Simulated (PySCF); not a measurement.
Consider C5H6N2Si (SMILES N#C[SiH2]n1cccc1).

```csv
atom,x (Å),y (Å),z (Å)
N,-2.6222,2.8471,-0.0793
C,-2.4067,1.7197,-0.0334
Si,-1.8868,-0.1183,-0.0317
N,-0.1224,-0.3223,0.0790
C,0.6204,-1.0291,0.9654
C,1.9387,-0.9379,0.7224
C,2.0189,-0.0627,-0.4084
C,0.7467,0.2455,-0.7819
H,-2.2188,-0.7829,1.2402
H,-2.6470,-0.4745,-1.1749
H,0.0153,-1.5357,1.7602
H,2.7194,-1.2457,1.4155
H,2.9872,0.0005,-0.9066
H,0.3547,0.5593,-1.6696
```

Geometry: GFN2-xTB, MD frame at 250 fs, 300 K.

The calculation used PySCF, PBE0/pcSseg-1, SCF density, gas phase, non-relativistic.

Q: What can the converged electron density and electron localisation function tell about the bonding?

A: C–C (1.34 Å): the density is about 2.3 e/Å³ at the midpoint; the ELF peaks at about 0.95 between the atoms (a short, multiple covalent bond).
Si–N (1.78 Å): ρ at the midpoint is about 1 e/Å³; the ELF peaks at about 0.95 between the atoms; a polar covalent bond.
C–H (1.02 Å): ρ at the midpoint is about 2.3 e/Å³; the ELF climbs to about 1 towards the hydrogen, as it does in any bond to H; an ordinary covalent bond to hydrogen.
C–C (1.43 Å): ρ at the midpoint is about 1.9 e/Å³; the ELF peaks at about 0.95 between the atoms (a covalent bond).

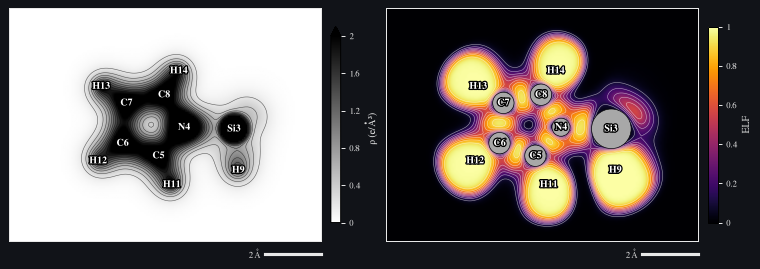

Computed electron density and electron localisation function on the plane of atoms C6, C5 and H11, in this order. Grey discs cover the atomic cores in the ELF map. 
